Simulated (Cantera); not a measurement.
Charge: 1 mol BN, 1.8 mol O₂, at 4.30 mbar.

Equilibrium computed with Cantera from the NASA thermochemical tables; the gas is ideal and each condensed phase is pure. Candidate condensed phases: B, BN, B₂O₃; 17 gas species. Equilibrium is a limit: real reactors are often held back by kinetics, nucleation or transport.

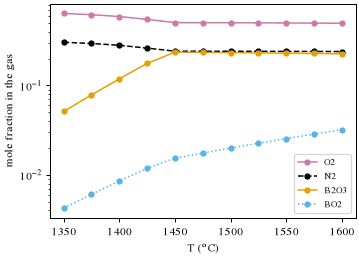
*Equilibrium gas composition (values under 1e-9 drawn at 1e-9)*

From 1350 °C to 1425 °C the condensed part is B₂O₃(l). From 1450 °C to 1600 °C nothing is condensed. The main B-bearing gas is B₂O₃ throughout.
